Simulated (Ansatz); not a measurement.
# Sb chain started as a strip of triangles: period, moment and channels by functional, part 4 of 4

Wanted: the relaxed geometry and the open channels of the Sb chain started as a strip of triangles, by several methods.

Ansatz 0.2.0; DFT PBE, plane waves, PAW; relaxation of a chain's period (the session's first sound run).

So far, conductance of the lead as this run defines it (G₀): step 3 (the wire at its relaxed period, level PBE, k-mesh 1×1×27) 5.00; step 5 (PBEsol, another cell, k-mesh 1×1×28) 5.00; step 7 (RPBE, another cell) 5.00; step 9 (LDA, another cell, k-mesh 1×1×28) 5.00; step 14 (PBE spin-orbit) 3.08.

## Step 15: A varied input

This step: DFT PBE, plane waves, PAW; channels and complex bands of a perfect chain; changed: scf.initial_density.chi_scale = 0.0, scf.occupations.width = null, scf.occupations.method = "tetrahedron" (Ansatz 0.2.0).

The atoms of the run on the perfect lead (PBE) are kept and the input is varied, to see whether the result depends on it. The ELF is not written this time.

Input file input.yaml:

```yaml
crystal:
  lattice:
    - [9.0, 0.0, 0.0]
    - [0.0, 7.5, 0.0]
    - [0.0, 0.0, 2.9678109865]
  atoms:
    - { symbol: Sb, position: [0.354416837, 0.5, 0.0] }
    - { symbol: Sb, position: [0.645583163, 0.5, 0.5] }
kpoints:
  mp_grid: { grid: [1, 1, 27] }
  band_path: { path: ["Γ", Z], npoints: 60 }
scf:
  occupations: { method: tetrahedron }
  initial_density: { chi_scale: 0.0 }
hamiltonian:
  xc: pbe
output:
  transmission:
    e_range: [-2, 2]
    de: 0.035
    kmesh: [1, 1]
    reduced_basis: true
    leads: [[0, 0]]
  dos: { projected: true, e_range: [-6, 4] }
  write_potential: true
  write_density: true
  volumetric_format: npy
```

Run with:

```
> ansatz run input.yaml --threads 4 --pin off --max-ram 8192MiB --backend cpu --events-out ev --progress --plain --runs-dir out
```

Numbers of over 12 decimals in the logs are rounded to 6 here.

The program printed:

```text
[...]
Crystal: 2 atoms, lattice volume = 200.327 Å³
Basis set: ecut = 420 eV, 3871 PW (Γ)
Bands: 19, of which v1, the nominal top of the filled ones, is band 15 counted from 1 (14 counted from 0)
Symmetry: 8 space group operations
[...]
k-points: 14 of 27
[...]
SCF iter   8: F=-12967.378634 eV  HF=-12967.378634 eV  |F-HF|=1.12e-9  |Δ(HF+E_count)|=   2.06e-8  Δρ=8.11e-7  dr2=2.42e-9  ethr=3.33e-10  ⟨swp⟩=3.0  Hψ=575  notcnv=0
SCF 1 converged in 8 iterations: F = -12967.378634 eV  dr2 = 2.42e-9
[...]
transmission: 4 of 24 steps passed
transmission: 8 of 24 steps passed
[...]
transmission: 24 of 24 steps passed
[...]
SCF converged after 8 iterations
Stability not checked: this state was not tested for a lower state beside it, because cold or Methfessel-Paxton smearing, or corrected tetrahedra, fill the levels in a way that the test cannot read (fill_not_monotonic; see scf.lower_state_search)
Free energy (F): -12967.378634 eV
[...]
Internal energy: -12967.378634 eV  (E = F + TS)
E sigma→0 (E₀):  -12967.378634 eV
Fermi energy:    -0.064909 eV
[...]
--- Band table (eV; the first three rows and the last of 14) ---
  k-point 0: bands = [... 11 lower, -9.1638, -3.3566, -2.7288, -0.7737, 1.7425, 2.8638, 4.0135, 4.6580]
  k-point 1: bands = [... 11 lower, -9.1413, -3.3320, -2.7047, -0.7513, 1.7576, 2.8867, 4.0363, 4.6805]
  k-point 2: bands = [... 11 lower, -9.0739, -3.2582, -2.6329, -0.6845, 1.7987, 2.9553, 4.0165, 4.1042]
  k-point 13: bands = [... 11 lower, -7.2411, -4.1571, -3.7128, 0.6405, 0.7474, 0.9194, 1.2479, 5.5125]
--- Transmission ---
  basis      : 595 plane waves across, 4 finite elements along
  points     : 1, standing for a mesh of 1 x 1
[...]
crystal 0  : Sb2, at the sites [0, 0], period 2.9678 Å: whole cells are its period
[...]
filled         : 7.1 meV under the level at which it is neutral
    channels       : 5.000000e0 a spin
[...]
```

Elapsed: 26 s, on 4 threads of Arm Neoverse V1, shared host; peak memory 0.64 GiB; 94 s of CPU time.

This step gave:

```
conductance of the lead as this run defines it : 5.000 G₀
```

The open channels of the lead, one spin by energy, zero at the Fermi level:

```csv
energy (eV),"open channels of the lead, one spin"
-2.000,4
-1.790,4
-1.615,2
-1.405,2
-1.195,2
-0.985,2
-0.810,2
-0.600,3
-0.390,3
-0.215,5
-0.005,5
0.205,5
0.415,5
0.590,5
0.800,5
1.010,5
1.185,3
1.395,3
1.605,3
1.815,4
```

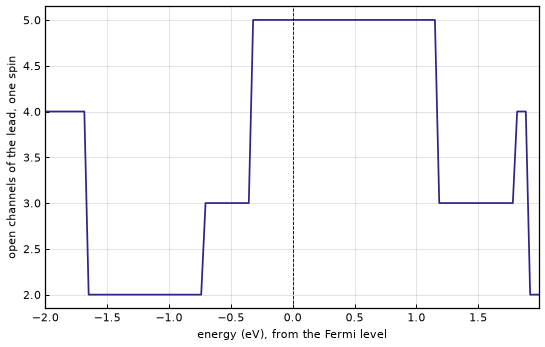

Open channels of the lead, one spin against energy.

It took 26 s against 27 s for the run it varies, and the conductance is 5.00 G₀ against 5.00 G₀.

The channels at the energy nearest the Fermi level, one spin and conductance of the lead as this run defines it stay within 0.2 % plus 0.001 of the run it varies.

## Step 16: A varied input: output.transmission.temperature = 400.0

This step: DFT PBE, plane waves, PAW; channels and complex bands of a perfect chain; changed: output.transmission.temperature = 400.0 (Ansatz 0.2.0).

The atoms of the run on the perfect lead (PBE) are kept and the input is varied, to see whether the result depends on it. The ELF is not written this time.

Changes to input.yaml since step 15:

```diff
@@ -12,4 +12,3 @@
 scf:
-  occupations: { method: tetrahedron }
-  initial_density: { chi_scale: 0.0 }
+  occupations: { method: fermi_dirac, width: 0.05 }
 hamiltonian:
@@ -23,2 +22,3 @@
     leads: [[0, 0]]
+    temperature: 400.0
   dos: { projected: true, e_range: [-6, 4] }
```

The program printed:

```text
[...]
Crystal: 2 atoms, lattice volume = 200.327 Å³
Basis set: ecut = 420 eV, 3871 PW (Γ)
Bands: 19, of which v1, the nominal top of the filled ones, is band 15 counted from 1 (14 counted from 0)
Symmetry: 8 space group operations
[...]
k-points: 14 of 27
[...]
k-point 13: bands = [... 11 lower, -7.2567, -4.1704, -3.7247, 0.6314, 0.7368, 0.9109, 1.2374, 5.5053]
--- Transmission ---
  basis      : 595 plane waves across, 4 finite elements along
  points     : 1, standing for a mesh of 1 x 1
[...]
crystal 0  : Sb2, at the sites [0, 0], period 2.9678 Å: whole cells are its period
[...]
filled         : 42.9 meV under the level at which it is neutral
    channels       : 5.000000e0 a spin
[...]
[key lines of the parts left out:]
SCF converged after 7 iterations
Free energy (F): -12967.382126 eV
Fermi energy:    -0.109841 eV
```

Elapsed: 27 s, on 4 threads; peak memory 0.67 GiB.

Numbers from this step:

```yaml
energy_at_zero_smearing: -12967.3714 eV
```

Table of open channels of the lead, one spin by energy, zero at the Fermi level:

```csv
energy (eV),"open channels of the lead, one spin"
-2.000,4
-1.790,4
-1.615,2
-1.405,2
-1.195,2
-0.985,2
-0.810,2
-0.600,3
-0.390,3
-0.215,5
-0.005,5
0.205,5
0.415,5
0.590,5
0.800,5
1.010,5
1.185,5
1.395,3
1.605,3
1.815,3
```

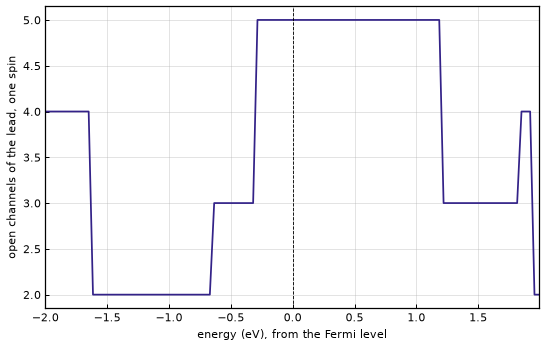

Open channels of the lead, one spin, plotted against energy.

It took 27 s against 27 s for the run it varies, and the conductance is 5.00 G₀ against 5.00 G₀.

The channels at the energy nearest the Fermi level, one spin and conductance of the lead as this run defines it stay within 0.2 % plus 0.001 of the run it varies.

## Step 17: Summary of results

| Quantity | Value |
| --- | --- |
| cell length, PBE | 2.968 Å |
| cell length, PBEsol | 2.934 Å |
| cell length, RPBE | 2.989 Å |
| cell length, LDA | 2.913 Å |
| cell length, PBE, JTH files | 2.968 Å |
| cell length, PBE, no spin | 2.968 Å |
| conductance, PBE | 5.00 G₀ |
| conductance, PBEsol | 5.00 G₀ |
| conductance, RPBE | 5.00 G₀ |
| conductance, LDA | 5.00 G₀ |
| conductance, with spin-orbit coupling | 3.08 G₀ |

What this shows: Under PBE the cell's length is 2.97 Å, no moment survives, and it is a metal with 5 channels a spin next to the Fermi level, 5.00 G₀ at 300 K. The cell's length spans 2.6 % over the functionals, shortest under LDA and longest under RPBE. A perfect wire passes every open channel, so the conductance counts half a G₀ for each forward-moving state at the Fermi level, spin by spin. At the relaxed period it forms two rows 2.62 Å apart, with 3.01 Å between atoms of unlike rows and 2.97 Å along a row: a strip of triangles. Spin-orbit coupling moves the conductance from 5.00 G₀ to 3.08 G₀. Transport is coherent and elastic here: the atoms are frozen, so scattering by vibrations plays no part.

[Logs are printed without paths, hosts, clocks, repeated set-up lines and the standing remarks that a program may print on its own settings, such as how far it seeks lower states.]

[Hosts, paths, dates, database ids (printed as entryN), source tags and the programs' standing remarks are cut or masked in the printed files.]
